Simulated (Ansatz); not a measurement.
**CH6GaN: a few dozen steps of dynamics**

Aim: follow CH6GaN for 50 steps with a Nosé-Hoover thermostat (700 K) and see how far bonds stretch and how energy moves between motion and potential.

The runs use Ansatz 0.2.0, Gaussian basis; revPBE/def2-SVP.

## (1) The relaxed structure

The structure was relaxed beforehand with PBE0-D4 in a triple-zeta def2 set.

SMILES `C[NH][GaH2]`, 9 atoms, charge 0, spin multiplicity 1.

Atoms are counted from 1 here; the program's logs count them from 0.

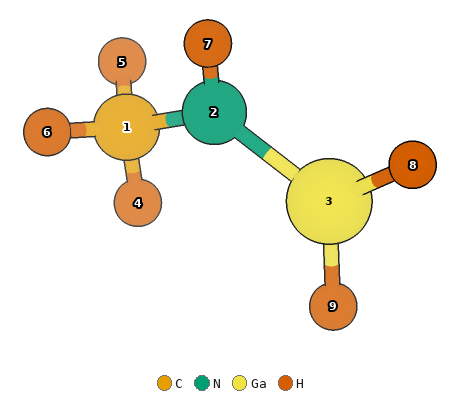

The geometry (carbon amber, nitrogen teal, gallium yellow, hydrogen orange); atoms are numbered from 1 in the order of the file.

## (2) The run

in.yaml reads:

```yaml
crystal:
  periodic: [false, false, false]
  atoms:
    - {symbol: C, position_ang: [-0.422704, 0.993534, -0.683432]}
    - {symbol: N, position_ang: [0.451283, -0.099717, -0.331798]}
    - {symbol: Ga, position_ang: [0.296967, -1.236250, 1.074449]}
    - {symbol: H, position_ang: [-1.239003, 1.061827, 0.039452]}
    - {symbol: H, position_ang: [-0.875928, 0.863893, -1.674148]}
    - {symbol: H, position_ang: [0.095732, 1.960495, -0.680580]}
    - {symbol: H, position_ang: [1.224653, -0.208336, -0.968957]}
    - {symbol: H, position_ang: [1.397334, -2.334898, 1.210557]}
    - {symbol: H, position_ang: [-0.928323, -1.000558, 2.014448]}
basis:
  gaussian: {orbitals: def2-SVP}
hamiltonian: {xc: {name: revPBE}}
md: {timestep: 2 fs, n_steps: 50, ensemble: nvt_nose_hoover, temperature: 700, initial_velocities: maxwell_boltzmann, seed: 275}
```

The run is started by

```bash
ansatz run in.yaml --threads 4 --pin off --events-out ev --progress --plain --max-ram 10444MiB
```

The log of the run:

```text
Functional definition: revPBE
  name "revPBE"
  cite "Zhang & Yang, Phys. Rev. Lett. 80, 890 (1998) doi:10.1103/PhysRevLett.80.890"
  cite "Perdew, Burke & Ernzerhof, Phys. Rev. Lett. 77, 3865 (1996) doi:10.1103/PhysRevLett.77.3865"
  parameter kappa = 1.245
  parameter beta = 0.06672455060314922
  exchange = pbe_x(kappa = kappa, mu = beta*pi^2/3)
  correlation = pbe_c(beta = beta)
1033 factors; their error is unknown
mean field evaluation 1: about -54979.1441 eV, gradient 7.0e1 eV
mean field evaluation 2: about -54921.3783 eV, gradient 1.5e2 eV
mean field evaluation 4: about -54989.1984 eV, gradient 1.3e1 eV
mean field evaluation 8: about -54989.4989 eV, gradient 2.5e-1 eV
mean field evaluation 16: about -54989.4507 eV, gradient 1.5e-4 eV
mean field -54989.45073774 eV, -2020.8250414236 hartree, gradient 2.7e-5 eV, S^2 0.000000; 0 other end points of the search recorded, 0 dependent functions left out
the calculation of the forces begins
reference -54989.45078538 eV, -2020.8250431742 hartree; 25, 25 occupied and 65, 65 virtual orbitals, 1033 factors
md step     0: t =     0.00 fs  T =   700.0 K  F+E_penalty+E_count = -54989.45073774 eV  E_kin = 0.633374 eV  conserved = -54988.81736375 eV  (27 SCF iters)
these checks for a lower state are left out or cut short: starts, cluster_reference, orbital_swaps, neighbouring_geometries, increment
1033 factors; their error is unknown
mean field -54989.06445067 eV, -2020.8108456357 hartree, gradient 2.3e-5 eV, S^2 0.000000; 0 other end points of the search recorded, 0 dependent functions left out
the calculation of the forces begins
reference -54989.06449829 eV, -2020.8108473854 hartree; 25, 25 occupied and 65, 65 virtual orbitals, 1033 factors
md step     1: t =     2.00 fs  T =   452.4 K  F+E_penalty+E_count = -54989.06445067 eV  E_kin = 0.409308 eV  conserved = -54988.65515693 eV  (28 SCF iters)
these checks for a lower state are left out or cut short: starts, cluster_reference, orbital_swaps, neighbouring_geometries, increment
1033 factors; their error is unknown
mean field evaluation 32: about -54989.2215 eV, gradient 2.4e-5 eV
mean field -54989.22149208 eV, -2020.8166168010 hartree, gradient 2.4e-5 eV, S^2 0.000000; 0 other end points of the search recorded, 0 dependent functions left out
the calculation of the forces begins
reference -54989.22153990 eV, -2020.8166185581 hartree; 25, 25 occupied and 65, 65 virtual orbitals, 1033 factors
md step     2: t =     4.00 fs  T =   524.6 K  F+E_penalty+E_count = -54989.22149208 eV  E_kin = 0.474646 eV  conserved = -54988.74698327 eV  (31 SCF iters)
[... from here on, the SCF cycles and remarks between the steps are left out ...]
md step     3: t =     6.00 fs  T =   441.2 K  F+E_penalty+E_count = -54989.13749065 eV  E_kin = 0.399243 eV  conserved = -54988.73859925 eV  (29 SCF iters)
md step     4: t =     8.00 fs  T =   321.2 K  F+E_penalty+E_count = -54988.98496419 eV  E_kin = 0.290659 eV  conserved = -54988.69492682 eV  (30 SCF iters)
md step     5: t =    10.00 fs  T =   492.9 K  F+E_penalty+E_count = -54989.21260913 eV  E_kin = 0.445981 eV  conserved = -54988.76769491 eV  (29 SCF iters)
md step     6: t =    12.00 fs  T =   285.9 K  F+E_penalty+E_count = -54988.91250977 eV  E_kin = 0.258687 eV  conserved = -54988.65540369 eV  (31 SCF iters)
md step     7: t =    14.00 fs  T =   407.5 K  F+E_penalty+E_count = -54989.14862186 eV  E_kin = 0.368753 eV  conserved = -54988.78205615 eV  (30 SCF iters)
md step     8: t =    16.00 fs  T =   307.0 K  F+E_penalty+E_count = -54988.96197727 eV  E_kin = 0.277757 eV  conserved = -54988.68714150 eV  (30 SCF iters)
md step     9: t =    18.00 fs  T =   290.5 K  F+E_penalty+E_count = -54989.00696970 eV  E_kin = 0.262863 eV  conserved = -54988.74776506 eV  (27 SCF iters)
md step    10: t =    20.00 fs  T =   317.1 K  F+E_penalty+E_count = -54988.99905743 eV  E_kin = 0.286930 eV  conserved = -54988.71666791 eV  (29 SCF iters)
md step    11: t =    22.00 fs  T =   338.2 K  F+E_penalty+E_count = -54989.04793587 eV  E_kin = 0.306015 eV  conserved = -54988.74754599 eV  (28 SCF iters)
md step    12: t =    24.00 fs  T =   289.5 K  F+E_penalty+E_count = -54989.00586646 eV  E_kin = 0.261948 eV  conserved = -54988.75070436 eV  (29 SCF iters)
md step    13: t =    26.00 fs  T =   386.4 K  F+E_penalty+E_count = -54989.10191087 eV  E_kin = 0.349605 eV  conserved = -54988.76049175 eV  (30 SCF iters)
md step    14: t =    28.00 fs  T =   309.7 K  F+E_penalty+E_count = -54989.00205072 eV  E_kin = 0.280190 eV  conserved = -54988.73160809 eV  (27 SCF iters)
md step    15: t =    30.00 fs  T =   342.7 K  F+E_penalty+E_count = -54989.00710458 eV  E_kin = 0.310089 eV  conserved = -54988.70836575 eV  (29 SCF iters)
md step    16: t =    32.00 fs  T =   514.8 K  F+E_penalty+E_count = -54989.27018007 eV  E_kin = 0.465802 eV  conserved = -54988.81800279 eV  (28 SCF iters)
md step    17: t =    34.00 fs  T =   340.7 K  F+E_penalty+E_count = -54988.93651934 eV  E_kin = 0.308234 eV  conserved = -54988.64428083 eV  (28 SCF iters)
md step    18: t =    36.00 fs  T =   503.5 K  F+E_penalty+E_count = -54989.18950313 eV  E_kin = 0.455580 eV  conserved = -54988.75242235 eV  (29 SCF iters)
md step    19: t =    38.00 fs  T =   247.8 K  F+E_penalty+E_count = -54988.88476116 eV  E_kin = 0.224182 eV  conserved = -54988.68140147 eV  (29 SCF iters)
md step    20: t =    40.00 fs  T =   279.4 K  F+E_penalty+E_count = -54988.92864420 eV  E_kin = 0.252807 eV  conserved = -54988.69842393 eV  (30 SCF iters)
md step    21: t =    42.00 fs  T =   385.9 K  F+E_penalty+E_count = -54989.07477088 eV  E_kin = 0.349161 eV  conserved = -54988.75058137 eV  (28 SCF iters)
md step    22: t =    44.00 fs  T =   267.9 K  F+E_penalty+E_count = -54988.87513614 eV  E_kin = 0.242402 eV  conserved = -54988.66017129 eV  (31 SCF iters)
md step    23: t =    46.00 fs  T =   440.2 K  F+E_penalty+E_count = -54989.12878409 eV  E_kin = 0.398332 eV  conserved = -54988.76073608 eV  (28 SCF iters)
md step    24: t =    48.00 fs  T =   340.1 K  F+E_penalty+E_count = -54988.97964467 eV  E_kin = 0.307691 eV  conserved = -54988.70550317 eV  (29 SCF iters)
md step    25: t =    50.00 fs  T =   315.1 K  F+E_penalty+E_count = -54988.97797986 eV  E_kin = 0.285065 eV  conserved = -54988.72934519 eV  (28 SCF iters)
md step    26: t =    52.00 fs  T =   420.9 K  F+E_penalty+E_count = -54989.04896933 eV  E_kin = 0.380807 eV  conserved = -54988.70799781 eV  (29 SCF iters)
md step    27: t =    54.00 fs  T =   345.4 K  F+E_penalty+E_count = -54988.97360516 eV  E_kin = 0.312550 eV  conserved = -54988.70457245 eV  (28 SCF iters)
md step    28: t =    56.00 fs  T =   371.5 K  F+E_penalty+E_count = -54989.04585310 eV  E_kin = 0.336103 eV  conserved = -54988.75686481 eV  (30 SCF iters)
md step    29: t =    58.00 fs  T =   531.0 K  F+E_penalty+E_count = -54989.18696899 eV  E_kin = 0.480445 eV  conserved = -54988.75834551 eV  (29 SCF iters)
md step    30: t =    60.00 fs  T =   373.8 K  F+E_penalty+E_count = -54988.98095918 eV  E_kin = 0.338178 eV  conserved = -54988.69944050 eV  (30 SCF iters)
md step    31: t =    62.00 fs  T =   538.8 K  F+E_penalty+E_count = -54989.19218445 eV  E_kin = 0.487559 eV  conserved = -54988.76633634 eV  (30 SCF iters)
md step    32: t =    64.00 fs  T =   505.2 K  F+E_penalty+E_count = -54989.18163606 eV  E_kin = 0.457103 eV  conserved = -54988.79215112 eV  (29 SCF iters)
md step    33: t =    66.00 fs  T =   394.8 K  F+E_penalty+E_count = -54988.97623959 eV  E_kin = 0.357227 eV  conserved = -54988.69184325 eV  (29 SCF iters)
md step    34: t =    68.00 fs  T =   579.3 K  F+E_penalty+E_count = -54989.20710966 eV  E_kin = 0.524136 eV  conserved = -54988.76161255 eV  (29 SCF iters)
md step    35: t =    70.00 fs  T =   353.3 K  F+E_penalty+E_count = -54988.92645310 eV  E_kin = 0.319693 eV  conserved = -54988.69106151 eV  (29 SCF iters)
md step    36: t =    72.00 fs  T =   376.7 K  F+E_penalty+E_count = -54988.94050604 eV  E_kin = 0.340809 eV  conserved = -54988.68856992 eV  (29 SCF iters)
md step    37: t =    74.00 fs  T =   490.3 K  F+E_penalty+E_count = -54989.09888985 eV  E_kin = 0.443668 eV  conserved = -54988.74968403 eV  (30 SCF iters)
md step    38: t =    76.00 fs  T =   374.7 K  F+E_penalty+E_count = -54988.85789668 eV  E_kin = 0.339025 eV  conserved = -54988.61902866 eV  (29 SCF iters)
md step    39: t =    78.00 fs  T =   517.8 K  F+E_penalty+E_count = -54989.04131045 eV  E_kin = 0.468558 eV  conserved = -54988.67893444 eV  (28 SCF iters)
md step    40: t =    80.00 fs  T =   457.4 K  F+E_penalty+E_count = -54989.00976498 eV  E_kin = 0.413830 eV  conserved = -54988.70881188 eV  (29 SCF iters)
md step    41: t =    82.00 fs  T =   293.5 K  F+E_penalty+E_count = -54988.79670734 eV  E_kin = 0.265538 eV  conserved = -54988.64929942 eV  (30 SCF iters)
md step    42: t =    84.00 fs  T =   528.4 K  F+E_penalty+E_count = -54989.06700650 eV  E_kin = 0.478082 eV  conserved = -54988.71295905 eV  (30 SCF iters)
md step    43: t =    86.00 fs  T =   356.8 K  F+E_penalty+E_count = -54988.88204928 eV  E_kin = 0.322877 eV  conserved = -54988.68965678 eV  (29 SCF iters)
md step    44: t =    88.00 fs  T =   397.4 K  F+E_penalty+E_count = -54988.97970398 eV  E_kin = 0.359550 eV  conserved = -54988.75624452 eV  (28 SCF iters)
md step    45: t =    90.00 fs  T =   520.3 K  F+E_penalty+E_count = -54989.06055238 eV  E_kin = 0.470815 eV  conserved = -54988.73276344 eV  (29 SCF iters)
md step    46: t =    92.00 fs  T =   342.6 K  F+E_penalty+E_count = -54988.83990263 eV  E_kin = 0.310022 eV  conserved = -54988.67949820 eV  (30 SCF iters)
md step    47: t =    94.00 fs  T =   537.6 K  F+E_penalty+E_count = -54989.06487016 eV  E_kin = 0.486442 eV  conserved = -54988.73486731 eV  (29 SCF iters)
md step    48: t =    96.00 fs  T =   468.9 K  F+E_penalty+E_count = -54988.97466460 eV  E_kin = 0.424244 eV  conserved = -54988.71471169 eV  (29 SCF iters)
md step    49: t =    98.00 fs  T =   392.4 K  F+E_penalty+E_count = -54988.86865189 eV  E_kin = 0.355052 eV  conserved = -54988.68465722 eV  (29 SCF iters)
these checks for a lower state are left out or cut short: starts, cluster_reference, orbital_swaps, neighbouring_geometries, increment
1033 factors; their error is unknown
mean field -54988.90278157 eV, -2020.8049044055 hartree, gradient 6.3e-6 eV, S^2 0.000000; 0 other end points of the search recorded, 0 dependent functions left out
the calculation of the forces begins
reference -54988.90282964 eV, -2020.8049061724 hartree; 25, 25 occupied and 65, 65 virtual orbitals, 1033 factors
1033 factors; their error is unknown
mean field evaluation 416: about -54988.9115 eV, gradient 4.0e0 eV
mean field -54988.90278157 eV, -2020.8049044055 hartree, gradient 1.8e-5 eV, S^2 0.000000; 1 other end points of the search recorded, 0 dependent functions left out
the calculation of the forces begins
reference -54988.90282964 eV, -2020.8049061724 hartree; 25, 25 occupied and 65, 65 virtual orbitals, 1033 factors
md step    50: t =   100.00 fs  T =   463.4 K  F+E_penalty+E_count = -54988.90278157 eV  E_kin = 0.419297 eV  conserved = -54988.66132495 eV  (29 SCF iters)
Total energy: -54988.90282964 eV, -2020.8049061724 hartree
Atom 0 at    -0.442273     1.043170    -0.654839 Å, force    -1.652234    -2.709110     0.266075 eV/Å
Atom 1 at     0.426248    -0.183541    -0.421602 Å, force     1.470848     1.504503    -1.562757 eV/Å
Atom 2 at     0.301827    -1.237919     1.080259 Å, force     0.833912     0.140775     0.292783 eV/Å
Atom 3 at    -1.206889     1.213214     0.194397 Å, force     1.003991    -0.243280    -0.952628 eV/Å
Atom 4 at    -1.006677     1.054617    -1.638848 Å, force     0.024530    -0.578903     0.491439 eV/Å
Atom 5 at     0.180149     1.864356    -0.781625 Å, force     1.635090     2.418205     0.243605 eV/Å
Atom 6 at     1.379556    -0.078631    -0.988996 Å, force    -2.471000    -0.445750     1.450052 eV/Å
Atom 7 at     1.531228    -2.011029     1.738628 Å, force    -0.067914    -0.111864    -0.462692 eV/Å
Atom 8 at    -0.957975    -1.011334     1.922542 Å, force    -0.777224     0.025423     0.234123 eV/Å
Dipole moment:     0.080939     0.203214    -0.234766 e Å
```

Wall time 39 s (4 threads of Arm Neoverse V1, shared host).

## (3) The trajectory

One row in 4; energies are counted from the first frame:

```
time (fs)  T (K)  potential (meV)  conserved (meV)  C1–H4 (Å)
      0.0    700              0.0             0.00      1.093
      8.0    321            465.8           122.44      1.224
     16.0    307            488.8           130.22      1.209
     24.0    290            444.9            66.66      1.036
     32.0    515            180.6            -0.64      1.061
     40.0    279            522.1           118.94      1.232
     48.0    340            471.1           111.86      1.232
     56.0    371            404.9            60.50      1.052
     64.0    505            269.1            25.21      1.047
     72.0    377            510.2           128.79      1.238
     80.0    457            441.0           108.55      1.252
     88.0    397            471.0            61.12      1.051
     96.0    469            476.1           102.65      1.047
```

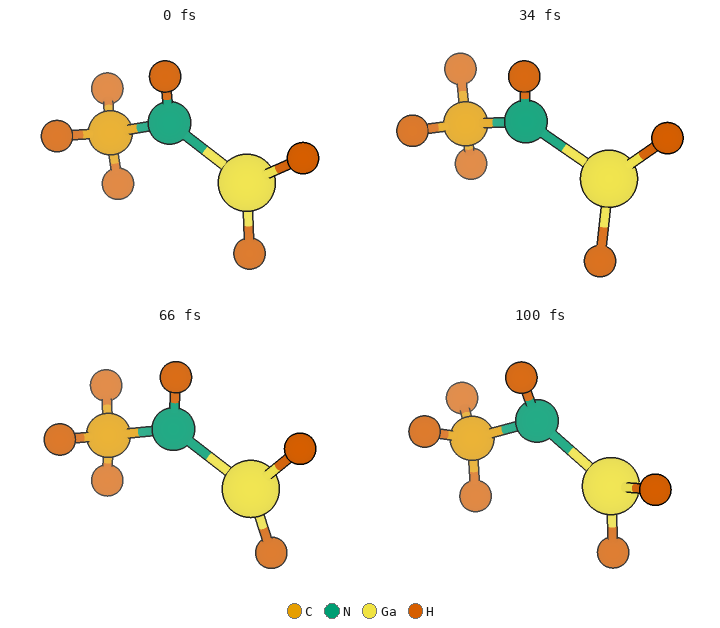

Four frames; sticks are those of the first frame.

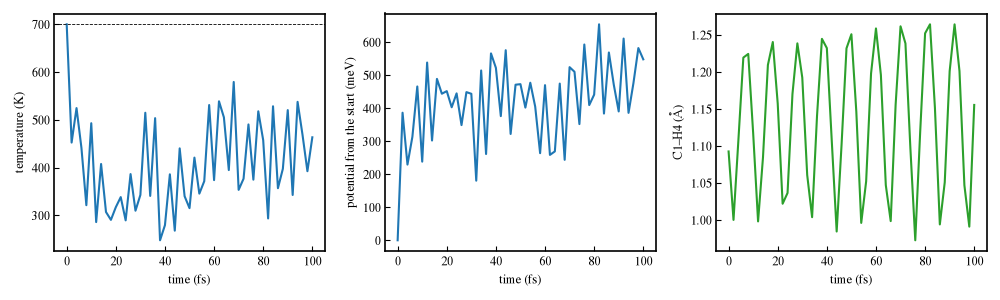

Temperature (the set value dashed), potential energy and the bond that swings most.

Positions (Å) and forces (eV/Å) at 100.0 fs:

```xyz
9

C    -0.442    1.043   -0.655   -1.652   -2.709    0.266
N     0.426   -0.184   -0.422    1.471    1.505   -1.563
Ga    0.302   -1.238    1.080    0.834    0.141    0.293
H    -1.207    1.213    0.194    1.004   -0.243   -0.953
H    -1.007    1.055   -1.639    0.025   -0.579    0.491
H     0.180    1.864   -0.782    1.635    2.418    0.244
H     1.380   -0.079   -0.989   -2.471   -0.446    1.450
H     1.531   -2.011    1.739   -0.068   -0.112   -0.463
H    -0.958   -1.011    1.923   -0.777    0.025    0.234
```

## (4) Results

```
                              quantity                          value
                                length             50 steps of 2.0 fs
     temperature, first and last frame                     700, 463 K
              temperature, second half  mean 433 K, from 293 to 579 K
                swing of the potential                        654 meV
largest change of the conserved energy                     198.34 meV
                        range of C1–H4               0.973 to 1.264 Å
```

In words: From 700 K at the start the temperature swings between 248 and 700 K: with 9 atoms it has no steady value yet; starting near a minimum, about half of the kinetic energy flows into the potential. The conserved energy moves by 198.34 meV, 30.3 % of the potential's swing: the step is long for the fastest motion. C1–H4 swings most, by 0.29 Å; no bond breaks. A run of 100 fs gives no averages.
